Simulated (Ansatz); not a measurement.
Cost and result by functional for the adsorption energy of SiH3 on the 1x1 (101) surface of anatase TiO2 (cut with top plane O), one in a 2x1 cell, started at the site 'top O', in Ansatz (plane waves, PAW). Single points on the PBE structure, on one kind of machine; costs are rough ratios of the slab run's core time (references not counted) to the cheapest single point. r2SCAN's cost holds its higher cutoff (500 against 420 eV). Differences are taken against r2SCAN for comparison alone: no measured value is at hand, so the table doesn't rank accuracy. The points keep PBE's geometry, so the relaxation of a polaron and the settling of charge on one site are left out.

Host crystal: anatase TiO2, with a band gap (PBE, scalar-relativistic without spin-orbit coupling).

Slab: 40 atoms, 9.4 Å thick at the start under the adsorbate (thin: gaps and levels are the slab's own); k 3x4x1, smearing 0.01 eV, dipole-corrected; 14 atoms held, the rest relaxed; no symmetry held; spin-polarised, ending with about 0.4 μB a cell, a value that depends on the mesh; orders that need a larger cell were not tried, no spin-orbit, no U, no dispersion correction. The slab shows no gap over 0.04 eV on its mesh. At the end it is bonded to O. In PBE it is, or lies within 0.03 eV of, the lowest of the starts that converged. These notes are the PBE run's. r2SCAN: The program's check for a lower electronic state was not made. Adsorption energies are against SiH4(g) − ½ H2(g). A negative adsorption energy means that the adsorbate is more stable on the surface than in its reference.

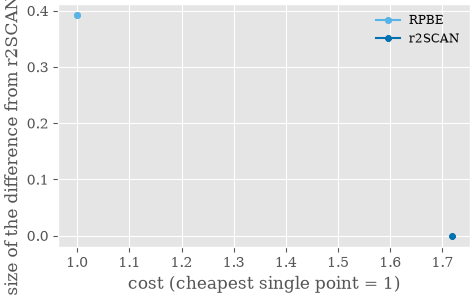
*Difference from r2SCAN against cost*

| functional | relative cost | adsorption energy (eV) | less r2SCAN (eV) |
|---|---|---|---|
| RPBE | 1 | -0.17 | 0.39 |
| r2SCAN | 2 | -0.56 | 0.00 |
| PBE (the relaxed run's value) | – | -0.39 | 0.18 |

The values span 0.39 eV, while the single points' costs differ by a factor of roughly 2. Differences are of unrounded values.

Ansatz is a first-principles code.
